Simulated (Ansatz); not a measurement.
**ClGeH3: molecular dynamics**

The plan is to follow the molecule's vibrations and see whether its bonds hold. The start is relaxed first. Runs: 500 steps of 0.5 fs under a Nosé-Hoover thermostat at 3000 K. SMILES of the start: [Cl][GeH3].

Method: RKS PBE0-D4/def2-SVP, in Ansatz 0.2.0.

## Step 1: Starting point

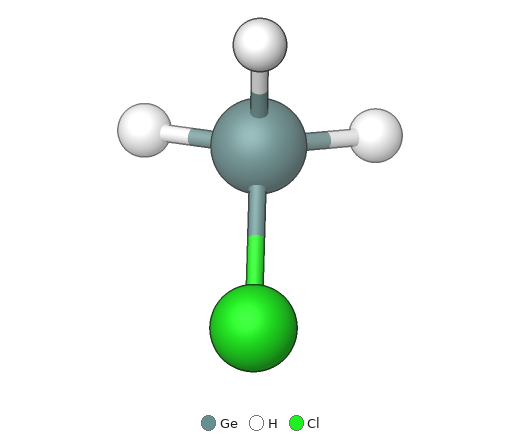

The starting structure, seen from a free direction (germanium teal, hydrogen white, chlorine green).

As a file:

```xyz
5

Ge    0.0000    0.0000    0.0000
H     0.0000    0.0000    1.5500
Cl    2.0935    0.0000   -0.7393
H    -0.7300    1.2648   -0.5162
H    -0.7300   -1.2648   -0.5162
```

## Step 2: Preparing the start

File input.yaml:

```yaml
crystal:
  periodic: [false, false, false]
  atoms:
    - { symbol: Ge, position_ang: [0.0, 0.0, 0.0] }
    - { symbol: H, position_ang: [0.0, 0.0, 1.55] }
    - { symbol: Cl, position_ang: [2.0935, 0.0, -0.7393] }
    - { symbol: H, position_ang: [-0.73, 1.2648, -0.5162] }
    - { symbol: H, position_ang: [-0.73, -1.2648, -0.5162] }
basis:
  gaussian: { orbitals: def2-SVP }
hamiltonian:
  xc: pbe0
  dispersion: d4
relax:
  f_tol: 0.02
  max_steps: 40
```

Run with:

```sh
ansatz run input.yaml --threads 1 --pin off --max-ram 2048MiB --backend cpu --events-out ev --progress --plain --runs-dir out
```

The log of the run, cut to the lines that bear on the results:

```text
Warning: RAYON_NUM_THREADS=1 ignored (pool sized by the plan → 1); use --threads N
[...]
Functional definition: PBE0
[...]
681 factors; integrals over basis functions are off by at most 2.9e-4 eV
[...]
mean field -69068.16711332 eV, -2538.2083253293 hartree, gradient 2.8e-5 eV, S^2 0.000000; 0 other end points of the search recorded, 0 dependent functions left out
[...]
reference -69068.16713426 eV, -2538.2083260988 hartree; 26, 26 occupied and 39, 39 virtual orbitals, 681 factors
relax step   1: F+E_penalty+E_count = -69068.22957999 eV  Δ(F+E_penalty+E_count) = +0.000e0 eV  max|allowed force component| = 8.909e-1 eV/Å  Δτ_max = 0.0000 Å  (24 SCF iters, accepted)
[...]
relax step   4: F+E_penalty+E_count = -69068.27743028 eV  Δ(F+E_penalty+E_count) = -4.352e-4 eV  max|allowed force component| = 2.945e-2 eV/Å  Δτ_max = 0.0041 Å  (22 SCF iters, accepted)
[...]
relax step   5: F+E_penalty+E_count = -69068.27745279 eV  Δ(F+E_penalty+E_count) = -2.251e-5 eV  max|allowed force component| = 8.543e-4 eV/Å  Δτ_max = 0.0009 Å  (18 SCF iters, accepted)
681 factors; integrals over basis functions are off by at most 2.5e-4 eV
mean field -69068.21435240 eV, -2538.2100613335 hartree, gradient 6.7e-5 eV, S^2 0.000000; 1 other end points of the search recorded, 0 dependent functions left out
[...]
reference -69068.21437313 eV, -2538.2100620955 hartree; 26, 26 occupied and 39, 39 virtual orbitals, 681 factors
Total energy: -69068.27747352 eV, -2538.2123809921 hartree
Atom 0 at    -0.021520    -0.000000     0.008037 Å, force     0.000854    -0.000000    -0.000311 eV/Å
Atom 1 at     0.033110     0.000000     1.541478 Å, force     0.000037     0.000000     0.000393 eV/Å
Atom 2 at     2.019001     0.000000    -0.712982 Å, force    -0.000596    -0.000000     0.000209 eV/Å
Atom 3 at    -0.698546     1.267887    -0.529116 Å, force    -0.000148     0.000327    -0.000146 eV/Å
Atom 4 at    -0.698546    -1.267887    -0.529116 Å, force    -0.000148    -0.000327    -0.000146 eV/Å
Dipole moment:    -0.385419     0.000000     0.136192 e Å
```

It took 12 s on 1 thread of Intel Xeon Platinum 8259CL at 2.50GHz (Skylake/Cascade Lake), shared host; peak memory 0.14 GiB.

Step by step:

```
step  energy from step 1 (eV)  largest force component (eV/Å)
   1                   0.0000                          0.8909
   2                  -0.0325                          0.2282
   3                  -0.0474                          0.1040
   4                  -0.0479                          0.0295
   5                  -0.0479                          0.0009
```

Step 1 is the start.

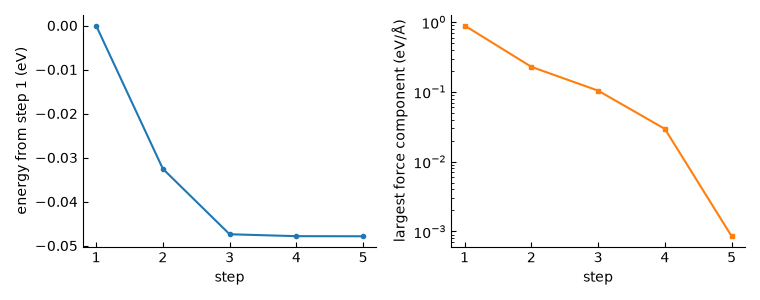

How energy and force went from step to step.

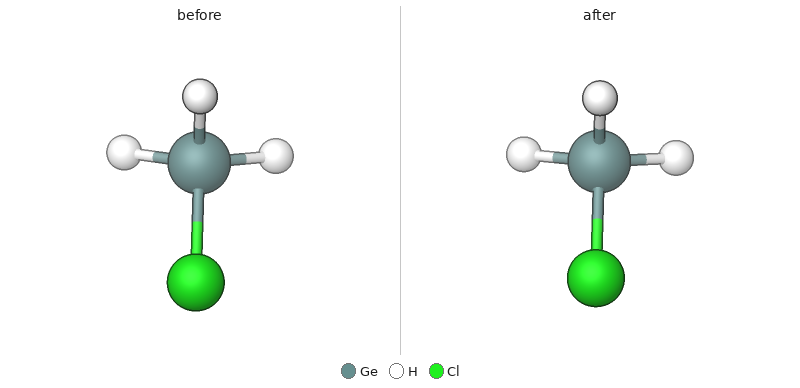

Before and after, at one scale.

After: Bond lengths: Ge1–H2 1.534 Å, Ge1–Cl3 2.164 Å, Ge1–H4 1.534 Å, Ge1–H5 1.534 Å. Angles: H2–Ge1–Cl3 107.4°, H2–Ge1–H4 111.4°, H2–Ge1–H5 111.4°, Cl3–Ge1–H4 107.4°, Cl3–Ge1–H5 107.4°, H4–Ge1–H5 111.4°.

## Step 3: The run

500 steps of 0.5 fs under a Nosé-Hoover thermostat at 3000 K, from the relaxed start.

File input.yaml:

```yaml
crystal:
  periodic: [false, false, false]
  atoms:
    - { symbol: Ge, position_ang: [-0.02152, 0.0, 0.008037] }
    - { symbol: H, position_ang: [0.03311, 0.0, 1.541478] }
    - { symbol: Cl, position_ang: [2.019001, 0.0, -0.712982] }
    - { symbol: H, position_ang: [-0.698546, 1.267887, -0.529116] }
    - { symbol: H, position_ang: [-0.698546, -1.267887, -0.529116] }
basis:
  gaussian: { orbitals: def2-SVP }
hamiltonian:
  xc: pbe0
  dispersion: d4
md:
  timestep: 0.5
  n_steps: 500
  ensemble: nvt_nose_hoover
  temperature: 3000.0
  initial_velocities: maxwell_boltzmann
  seed: 916704
  nose_hoover: { tau: 100.0, chain_length: 5 }
```

Run with:

```sh
ansatz run input.yaml --threads 1 --pin off --max-ram 2048MiB --backend cpu --events-out ev --progress --plain --runs-dir out
```

The log of the run, cut to the lines that bear on the results:

```text
Warning: RAYON_NUM_THREADS=1 ignored (pool sized by the plan → 1); use --threads N
[...]
[... 1 set-up line as earlier in the session ...]
[...]
682 factors; integrals over basis functions are off by at most 2.0e-4 eV
[...]
mean field -69068.21435253 eV, -2538.2100613383 hartree, gradient 2.0e-5 eV, S^2 0.000000; 0 other end points of the search recorded, 0 dependent functions left out
[...]
reference -69068.21437326 eV, -2538.2100621002 hartree; 26, 26 occupied and 39, 39 virtual orbitals, 682 factors
md step     0: t =     0.00 fs  T =  3000.0 K  F+E_penalty+E_count = -69068.27745292 eV  E_kin = 1.163340 eV  conserved = -69067.11411293 eV  (24 SCF iters)
[...]
md step    18: t =     9.00 fs  T =   774.9 K  F+E_penalty+E_count = -69067.41082075 eV  E_kin = 0.300497 eV  conserved = -69067.11146962 eV  (22 SCF iters, 3 dispersion substeps)
[...]
md step    36: t =    18.00 fs  T =  1727.9 K  F+E_penalty+E_count = -69067.77523909 eV  E_kin = 0.670053 eV  conserved = -69067.11192508 eV  (21 SCF iters, 3 dispersion substeps)
[...]
md step    54: t =    27.00 fs  T =   852.4 K  F+E_penalty+E_count = -69067.42235604 eV  E_kin = 0.330553 eV  conserved = -69067.11067625 eV  (25 SCF iters, 3 dispersion substeps)
[...]
md step    70: t =    35.00 fs  T =  2163.7 K  F+E_penalty+E_count = -69067.91417984 eV  E_kin = 0.839049 eV  conserved = -69067.11084919 eV  (24 SCF iters, 3 dispersion substeps)
md step    71: t =    35.50 fs  T =  2298.9 K  F+E_penalty+E_count = -69067.96561201 eV  E_kin = 0.891456 eV  conserved = -69067.11142735 eV  (25 SCF iters, 3 dispersion substeps)
```

## Step 4: More of the same log: dynamics from the start

The log, continued, cut to the lines that bear on the results:

```text
md step    72: t =    36.00 fs  T =  2459.6 K  F+E_penalty+E_count = -69068.02708154 eV  E_kin = 0.953793 eV  conserved = -69067.11223050 eV  (25 SCF iters, 3 dispersion substeps)
[...]
md step    94: t =    47.00 fs  T =  1177.3 K  F+E_penalty+E_count = -69067.50047173 eV  E_kin = 0.456537 eV  conserved = -69067.11307162 eV  (24 SCF iters, 3 dispersion substeps)
[...]
md step   116: t =    58.00 fs  T =  1202.2 K  F+E_penalty+E_count = -69067.47982617 eV  E_kin = 0.466183 eV  conserved = -69067.11088024 eV  (23 SCF iters, 3 dispersion substeps)
[...]
md step   138: t =    69.00 fs  T =  1202.6 K  F+E_penalty+E_count = -69067.44724998 eV  E_kin = 0.466339 eV  conserved = -69067.11316832 eV  (25 SCF iters, 3 dispersion substeps)
[...]
md step   160: t =    80.00 fs  T =  3177.6 K  F+E_penalty+E_count = -69068.13433521 eV  E_kin = 1.232221 eV  conserved = -69067.11322190 eV  (25 SCF iters, 3 dispersion substeps)
md step   161: t =    80.50 fs  T =  3052.7 K  F+E_penalty+E_count = -69068.08010583 eV  E_kin = 1.183785 eV  conserved = -69067.11297430 eV  (25 SCF iters, 3 dispersion substeps)
```

## Step 5: More of the same log: dynamics from the start

The log, continued, cut to the lines that bear on the results:

```text
md step   162: t =    81.00 fs  T =  2877.5 K  F+E_penalty+E_count = -69068.00632306 eV  E_kin = 1.115842 eV  conserved = -69067.11242426 eV  (25 SCF iters, 3 dispersion substeps)
[...]
md step   181: t =    90.50 fs  T =   897.9 K  F+E_penalty+E_count = -69067.17253274 eV  E_kin = 0.348204 eV  conserved = -69067.11023075 eV  (25 SCF iters, 3 dispersion substeps)
[...]
md step   200: t =   100.00 fs  T =  2081.2 K  F+E_penalty+E_count = -69067.55804132 eV  E_kin = 0.807031 eV  conserved = -69067.11140517 eV  (22 SCF iters, 3 dispersion substeps)
[...]
md step   219: t =   109.50 fs  T =  2032.8 K  F+E_penalty+E_count = -69067.47022406 eV  E_kin = 0.788294 eV  conserved = -69067.11111001 eV  (25 SCF iters, 3 dispersion substeps)
[...]
md step   499: t =   249.50 fs  T =  3847.2 K  F+E_penalty+E_count = -69067.17935045 eV  E_kin = 1.491885 eV  conserved = -69067.11328014 eV  (25 SCF iters, 3 dispersion substeps)
[...]
md step   500: t =   250.00 fs  T =  3746.2 K  F+E_penalty+E_count = -69067.13827758 eV  E_kin = 1.452701 eV  conserved = -69067.11252191 eV  (24 SCF iters, 3 dispersion substeps)
Total energy: -69067.13829797 eV, -2538.1705170626 hartree
Atom 0 at    -0.077364    -0.017583     0.025611 Å, force     3.036093     2.558440    -0.317058 eV/Å
Atom 1 at     0.283223     0.398510     1.495624 Å, force    -0.699420    -1.097184    -0.168182 eV/Å
Atom 2 at     2.102852     0.019135    -0.738953 Å, force    -0.530515     0.169989     0.359734 eV/Å
Atom 3 at    -0.458450     1.412905    -0.505747 Å, force    -0.587399    -0.803969    -0.142963 eV/Å
Atom 4 at    -0.113930    -1.217478    -0.859505 Å, force    -1.218760    -0.827277     0.268470 eV/Å
Dipole moment:    -0.744089    -0.135220     0.250450 e Å
```

Run time: 16 min. Hardware: 1 thread of Intel Xeon Platinum 8259CL at 2.50GHz (Skylake/Cascade Lake), shared host; peak memory 0.14 GiB.

## Step 6: The trajectory

The trajectory, every 36 steps (energies from step 0):

```
time (fs)  T (K)  potential energy change (meV/atom)  conserved energy change (meV/atom)
      0.0   3000                                 0.0                                0.00
     18.0   1728                               100.4                                0.44
     36.0   2460                                50.1                                0.38
     54.0   1756                               113.1                                0.10
     72.0   1464                               148.9                                0.56
     90.0    876                               222.4                                0.80
    108.0   1370                               210.5                                0.72
    126.0   1535                               244.4                                0.73
    144.0   2099                               234.8                                0.26
    162.0   4097                               116.7                                0.30
    180.0   3561                               195.1                                1.04
    198.0   5549                                60.2                                0.68
    216.0   3950                               196.9                                0.19
    234.0   2536                               313.7                                0.69
    250.0   3746                               227.8                                0.32
```

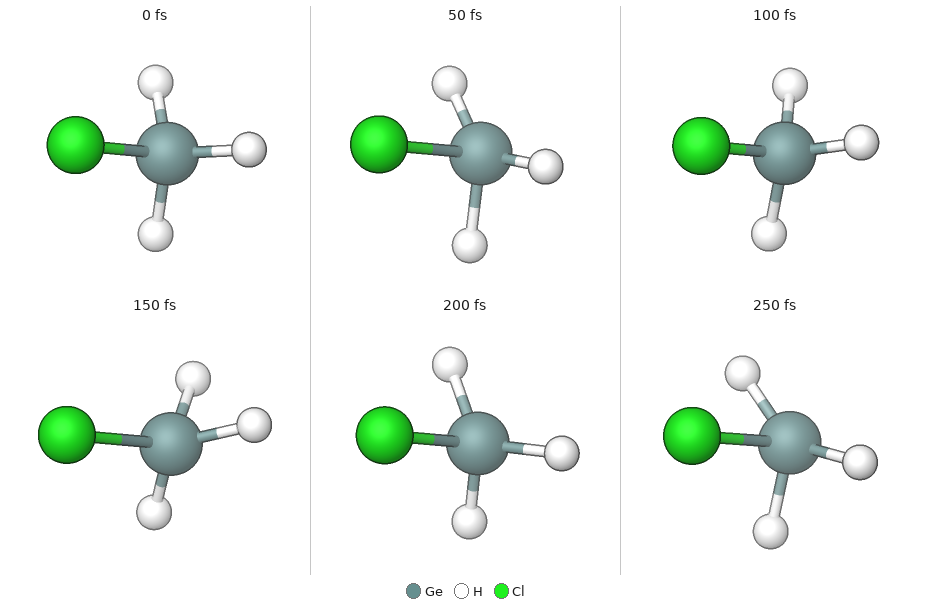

The system at six times, viewed from a free direction. Sticks join atoms within a bonding distance in each frame.

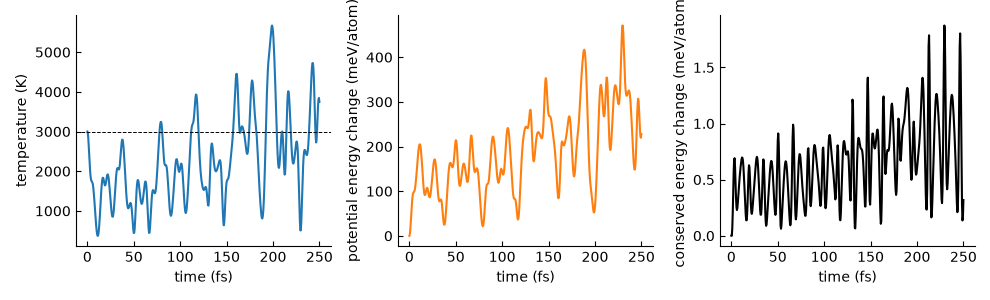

Traces against time; each panel has its own scale. The dashed line is the set temperature.

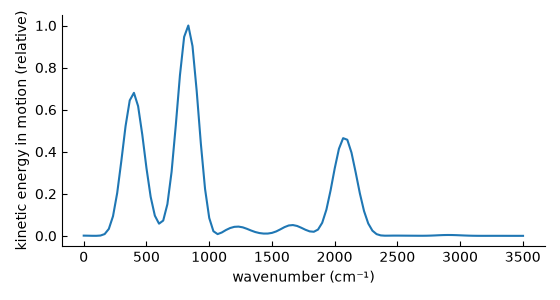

Power spectrum of the mass-weighted velocities; a run of 250 fs resolves no finer than about 270 cm⁻¹.

Maxima of the velocity power spectrum (cm⁻¹, relative height; resolution about 270 cm⁻¹): 400 (68), 830 (100), 2070 (46).

## Step 7: Frames from the trajectory

Extended XYZ, with forces in eV/Å:

```xyz
5
time_fs=31.0 T=1875 dE=0.4624
Ge   -0.010    0.004    0.004   -1.107   -0.821    0.978
H    -0.087   -0.303    1.541    0.487    0.959   -0.250
Cl    2.009    0.002   -0.708    0.044   -0.166   -0.091
H    -0.802    1.112   -0.666    0.216    0.656    0.216
H    -0.962   -1.168   -0.260    0.359   -0.628   -0.854
5
time_fs=62.5 T=1742 dE=0.6024
Ge   -0.094    0.007    0.036    1.597   -0.761    0.016
H    -0.122   -0.249    1.620    0.259    0.770   -0.964
Cl    2.179   -0.003   -0.772   -2.397    0.120    0.905
H    -0.915    1.110   -0.665    0.429    0.269    0.396
H    -0.745   -1.277   -0.454    0.112   -0.398   -0.354
5
time_fs=94.0 T=1886 dE=0.7394
Ge    0.029   -0.010   -0.014   -2.895    2.293    2.715
H     0.306    0.303    1.581   -0.834   -0.831   -1.209
Cl    1.900    0.006   -0.667    4.611   -0.205   -1.781
H    -0.514    1.381   -0.525   -0.290   -0.709    0.093
H    -0.620   -1.217   -0.616   -0.593   -0.548    0.183
5
time_fs=125.0 T=1538 dE=1.2133
Ge   -0.096   -0.007    0.030    3.474    3.066    1.618
H     0.179    0.417    1.666   -0.626   -1.359   -1.762
Cl    2.150   -0.003   -0.759   -1.417    0.245    0.639
H    -0.604    1.402   -0.406   -0.314   -0.658   -0.354
H    -0.195   -1.215   -0.786   -1.117   -1.294   -0.141
5
time_fs=156.0 T=2695 dE=1.0372
Ge   -0.090   -0.008    0.023    1.560    1.596    2.184
H    -0.035   -0.017    1.843    0.142    0.170   -2.699
Cl    2.174    0.012   -0.760   -2.448   -0.262    0.722
H    -0.767    1.322   -0.549    0.633   -0.685    0.353
H    -1.048   -1.133   -0.260    0.113   -0.818   -0.560
5
time_fs=187.5 T=895 dE=2.0479
Ge    0.056    0.014   -0.014   -7.500   -1.730    3.560
H    -0.489   -0.601    1.562    1.482    1.799   -1.215
Cl    1.888   -0.001   -0.670    4.769    0.175   -1.494
H    -1.078    0.858   -0.677    0.889    0.725    0.319
H    -0.762   -1.242   -0.291    0.360   -0.969   -1.170
5
time_fs=219.0 T=3084 dE=1.3335
Ge   -0.141   -0.011    0.042    3.996    1.208    0.944
H     0.392   -0.079    1.749   -1.274    0.319   -2.462
Cl    2.254    0.023   -0.785   -2.457   -0.203    0.687
H    -0.594    1.300   -0.756    0.029   -0.749    0.955
H    -0.810   -1.256   -0.453   -0.294   -0.575   -0.123
5
time_fs=250.0 T=3746 dE=1.1392
Ge   -0.077   -0.018    0.026    3.036    2.558   -0.317
H     0.283    0.399    1.496   -0.699   -1.097   -0.168
Cl    2.103    0.019   -0.739   -0.530    0.170    0.360
H    -0.458    1.413   -0.506   -0.587   -0.804   -0.143
H    -0.114   -1.218   -0.860   -1.219   -0.827    0.269
```

## Step 8: Summary of results

| quantity | value |
| --- | --- |
| relaxation of the start | 4 moves, 0.048 eV lower |
| length | 500 steps of 0.5 fs |
| temperature, first and last step | 3000 and 3746 K |
| temperature, second half | mean 2751 K, from 506 to 5672 K |
| potential energy, second half | +249 meV/atom from the start |
| largest change of the conserved energy | 1.87 meV/atom |
| bonds formed or broken | 0 |

Against a set 3000 K the second half averages 2751 K with a spread of 1130 K. The conserved energy strays from its start by at most 1.87 meV/atom, 1.1 % of the mean kinetic energy, so a step of 0.5 fs is short enough over this time. No bond forms or breaks. A run of 250 fs with 5 atoms shows the motion but fixes no equilibrium value. The nuclei move classically, without zero-point motion, which matters most for hydrogen.
